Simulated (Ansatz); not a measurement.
# What a change does: single-point calculation on CH3ClF

System: CH3ClF, charge −1.
Method of run 1: RKS B3LYP-D4/def2-TZVPD (Ansatz 0.2.0).

Text and figures count atoms from 1; the logs count them from 0 in places.

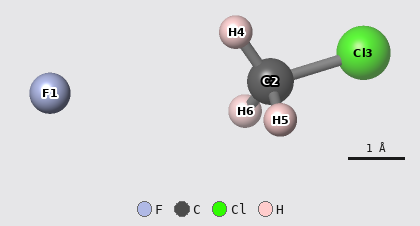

The structure as given in the input (ball-and-stick view, seen at a tilt; atoms are numbered from 1 in the order of the input).

The input, run 1:
```yaml
crystal:
  periodic: [false, false, false]
  atoms:
    - { symbol: F, position_ang: [-2.526896, 0.247504, -3.156465] }
    - { symbol: C, position_ang: [-0.168186, 0.127079, 0.337025] }
    - { symbol: Cl, position_ang: [1.155683, -0.083276, 1.591683] }
    - { symbol: H, position_ang: [0.17195, -0.198895, -0.685611] }
    - { symbol: H, position_ang: [-0.426812, 1.183849, 0.356553] }
    - { symbol: H, position_ang: [-1.006406, -0.469753, 0.690877] }
total_charge: -1
basis:
  gaussian: { orbitals: def2-TZVPD }
hamiltonian:
  xc: { name: B3LYP }
  dispersion: d4
output:
  forces: true
```

Command:
```bash
ansatz run input.yaml --threads 1 --pin off --max-ram 2560MiB --backend cpu --events-out ev --progress --plain --runs-dir out
```

Hardware: 1 thread of Arm Neoverse V1, 24 GiB of memory available, shared host.

Output (run 1):
```
Engine: ansatz 0.2.0, aarch64-unknown-linux-gnu
Functional definition: B3LYP
  parameter a0 = 0.2
  parameter ax = 0.72
  parameter ac = 0.81
  exchange = (1 - a0 - ax)*slater_x + ax*b88_x + a0*exact_x
  correlation = (1 - ac)*vwn_rpa_c + ac*lyp_c
820 factors; their error is unknown
mean field evaluation 1: about -16326.4339 eV, gradient 3.0e1 eV
mean field evaluation 2: about -16260.8284 eV, gradient 1.4e2 eV
mean field evaluation 4: about -16328.6424 eV, gradient 3.5e0 eV
mean field evaluation 8: about -16328.6894 eV, gradient 5.0e-2 eV
mean field evaluation 16: about -16328.7063 eV, gradient 1.4e-5 eV
mean field -16328.70631266 eV, -600.0688889955 hartree, gradient 1.4e-5 eV, S^2 0.000000; 0 other end points of the search recorded, 0 dependent functions left out
the calculation of the forces begins
reference -16328.70661621 eV, -600.0689001510 hartree; 18, 18 occupied and 132, 132 virtual orbitals, 820 factors
Total energy: -16328.80490592 eV, -600.0725122310 hartree
Atom 0 at    -2.526896     0.247504    -3.156465 Å, force     0.092564    -0.006862     0.126530 eV/Å
Atom 1 at    -0.168186     0.127079     0.337025 Å, force     0.188268    -0.183917    -0.583284 eV/Å
Atom 2 at     1.155683    -0.083276     1.591683 Å, force    -0.092600    -0.038667    -0.351786 eV/Å
Atom 3 at     0.171950    -0.198895    -0.685611 Å, force    -0.297701     0.353022     1.229982 eV/Å
Atom 4 at    -0.426812     1.183849     0.356553 Å, force     0.022161    -0.154720    -0.191932 eV/Å
Atom 5 at    -1.006406    -0.469753     0.690877 Å, force     0.087307     0.031144    -0.229509 eV/Å
Dipole moment:     1.902205    -0.123022     2.689237 e Å
```

Run 2 used a changed input.

The two runs side by side:

| quantity | run 1 | run 2 |
| --- | --- | --- |
| outcome | converged | converged |
| total energy (hartree) | −600.072512 | −600.085383 |
| largest force (eV/Å) | 1.314 | 1.241 |
| basis functions | 150 | 150 |
| wall time (shared host) | 4.2 s | 4.4 s |

Which change of the input explains these differences?

The change (lines with − go, lines with + come):
```diff
-    - { symbol: F, position_ang: [-2.526896, 0.247504, -3.156465] }
+    - { symbol: F, position_ang: [0.25745, -0.501367, -2.033445] }
```

With the same method and basis, run 2 lies 8.1 kcal/mol lower. The largest force goes from 1.314 to 1.241 eV/Å.

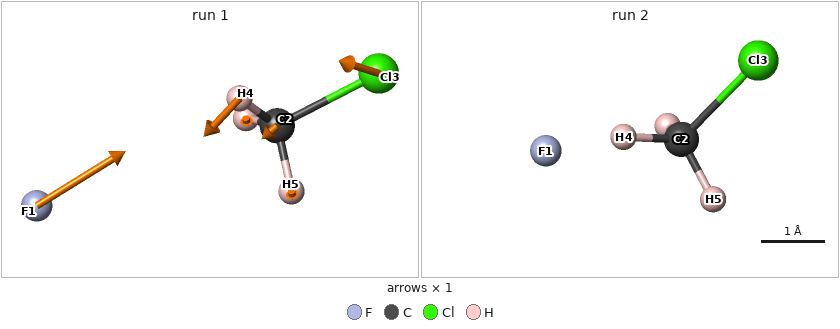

The two input geometries at one scale (ball-and-stick view, seen at a tilt). The orange arrows on the first give the shifts of the atoms after the best rigid fit, at true length. The atom that moves furthest after the best rigid fit is the F atom (1.68 Å). By element the largest moves are F 1.68 Å, Cl 0.93 Å, H 0.89 Å, C 0.34 Å.

Output (run 2):
```
Engine: ansatz 0.2.0, aarch64-unknown-linux-gnu
Functional definition: B3LYP
  parameter a0 = 0.2
  parameter ax = 0.72
  parameter ac = 0.81
  exchange = (1 - a0 - ax)*slater_x + ax*b88_x + a0*exact_x
  correlation = (1 - ac)*vwn_rpa_c + ac*lyp_c
820 factors; their error is unknown
mean field evaluation 1: about -16326.7046 eV, gradient 3.1e1 eV
mean field evaluation 2: about -16324.9169 eV, gradient 4.1e1 eV
mean field evaluation 4: about -16328.9963 eV, gradient 3.1e0 eV
mean field evaluation 8: about -16329.0095 eV, gradient 4.3e-2 eV
mean field evaluation 16: about -16329.0262 eV, gradient 1.6e-5 eV
mean field -16329.02615443 eV, -600.0806429639 hartree, gradient 1.6e-5 eV, S^2 0.000000; 0 other end points of the search recorded, 0 dependent functions left out
the calculation of the forces begins
reference -16329.02640092 eV, -600.0806520223 hartree; 18, 18 occupied and 132, 132 virtual orbitals, 820 factors
Total energy: -16329.15513721 eV, -600.0853829937 hartree
Atom 0 at     0.257450    -0.501367    -2.033445 Å, force     0.161304    -0.297843    -1.193524 eV/Å
Atom 1 at    -0.168186     0.127079     0.337025 Å, force    -0.286423     0.307443     1.024097 eV/Å
Atom 2 at     1.155683    -0.083276     1.591683 Å, force     0.100963     0.003637     0.193020 eV/Å
Atom 3 at     0.171950    -0.198895    -0.685611 Å, force     0.119360    -0.077330    -0.175557 eV/Å
Atom 4 at    -0.426812     1.183849     0.356553 Å, force    -0.037401     0.061152     0.070098 eV/Å
Atom 5 at    -1.006406    -0.469753     0.690877 Å, force    -0.057804     0.002942     0.081867 eV/Å
Dipole moment:    -0.049516     0.278285     1.290586 e Å
```
